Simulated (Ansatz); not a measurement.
## Electronic structure of AlBrH2···H2 in real space

```yaml
atoms:
  - { symbol: Al, position_ang: [0.0261, -0.6309, -0.2112] }
  - { symbol: H, position_ang: [0.0046, 0.2876, 1.9669] }
  - { symbol: H, position_ang: [1.3972, 0.1089, -0.4423] }
  - { symbol: H, position_ang: [-1.3823, 0.0367, -0.4382] }
  - { symbol: Br, position_ang: [0.0850, -2.8720, 0.2130] }
  - { symbol: H, position_ang: [0.0252, -0.4620, 2.1166] }
```

Theory: RKS B3LYP-D4/def2-SVP in Ansatz 0.2.0.

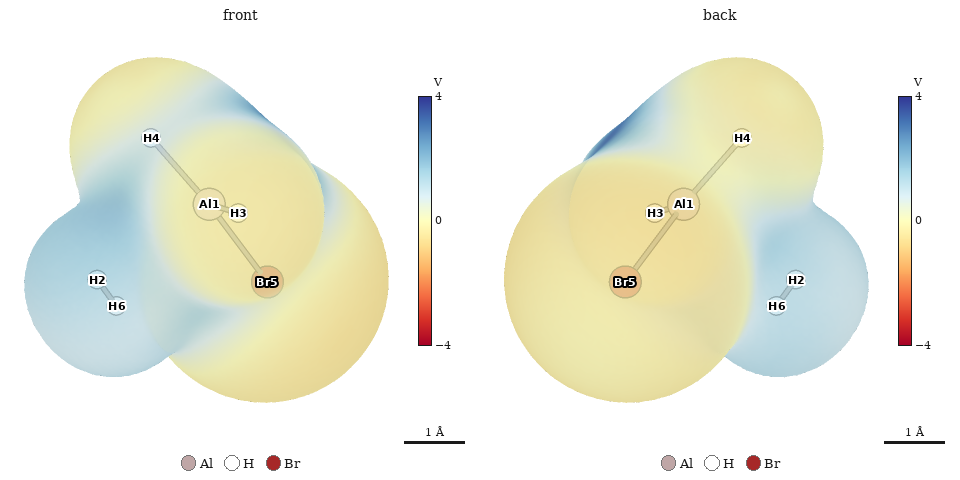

Figure 1. The electrostatic potential painted on the density surface at 0.002 e/bohr³, seen from the front and from behind; the colour scale runs from red (negative) to blue (positive).

Q: Which sites attract a positive test charge, and which a negative one?

A: A positive charge is drawn to the negative regions and a negative charge to the positive ones. The most negative region (about −0.6 V) lies over Br5, the most positive (about +3.1 V) over Al1.

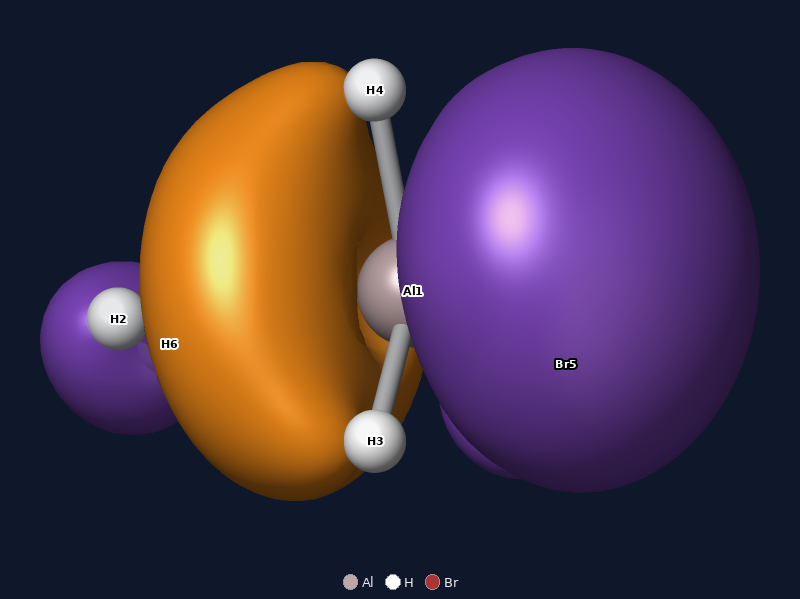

Figure 2. The LUMO at ±0.1 Å⁻³ᐟ² (orange and purple are the two phases), seen from one side.

Q: Where does this orbital lie, and at what energy?

A: By Hirshfeld shares it lies mainly on Al1 (about 70 %) and Br5 (about 10 %). Its energy is −1.12 eV.

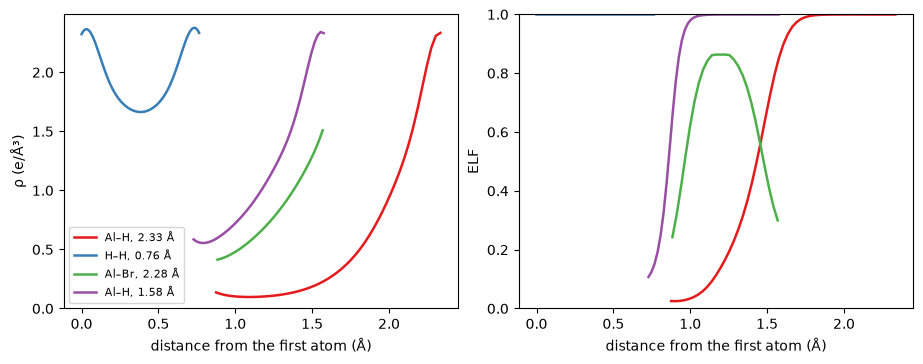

Figure 3. Electron density and electron localisation function along straight lines between neighbouring atoms. The curves leave out the atomic cores.

Q: What can be read from the curves?

A: Al1···H6 (2.33 Å): the density falls to about 0.1 e/Å³ on the way; the ELF climbs to about 1 towards the hydrogen.
H–H (0.76 Å): ρ at the midpoint is about 1.7 e/Å³; the ELF peaks at about 1 between the atoms.
Al–Br (2.28 Å): the density is about 0.62 e/Å³ at the midpoint; the ELF peaks at about 0.85 in the valence shell of Br, 1.1 Å from its nucleus, and is about 0.85 at the midpoint.
Al–H (1.58 Å): ρ is about 0.55 e/Å³ halfway; the ELF climbs to about 1 towards the hydrogen.
